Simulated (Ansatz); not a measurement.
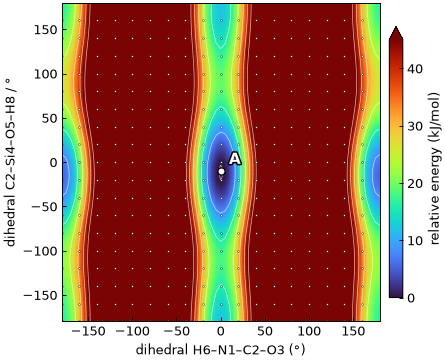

CH₃NO₂Si, SMILES N=C1O[SiH]1O. Coordinates scanned: (1) dihedral H6–N1–C2–O3; (2) dihedral C2–Si4–O5–H8. Nothing is relaxed (all other coordinates rigid). The scan uses an 18 × 18 grid. Points are written as (first, second). All energies are given in kJ/mol relative to the lowest grid point. The dihedral twists a double bond; near 90° a spin-restricted reference is unreliable. The calculation used RKS BHLYP-D4/def2-SVP in Ansatz.

The picture shows a smooth colour map with a few white contour lines, dots at the grid points, one colour for all values above the top of the scale, the point A. Between grid points the surface is interpolated.

Find the lowest pass out of the well at A.

The easiest path leads from the well at about (0°, −10°) to the well at about (0°, 175°), about 12 kJ/mol higher. Its highest point lies about 18 kJ/mol above the bottom of the first well on the interpolated surface, at about (0°, −110°). Seen from the upper well the barrier is about 5.9 kJ/mol. The start is the relaxed structure and all else is held, so a fully relaxed path at this level can only be lower.

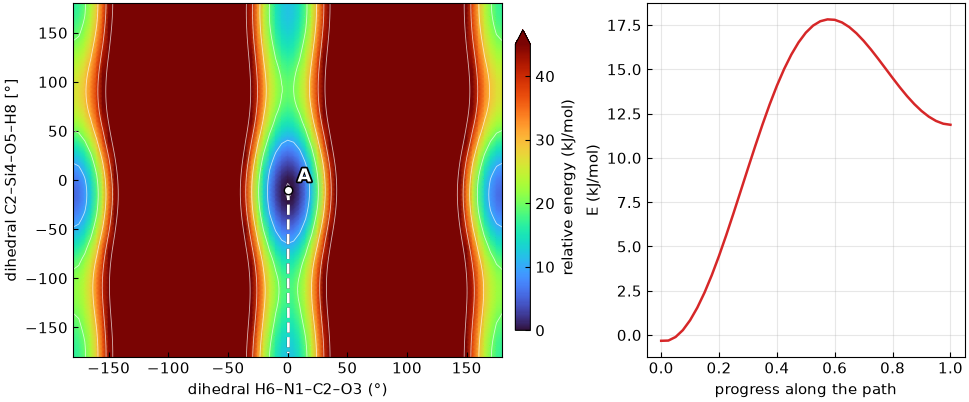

The picture shows a smooth colour map with a few white contour lines, a line along the lowest path, one colour for all values above the top of the scale, the energy along the path at the right. Between grid points the surface is interpolated.
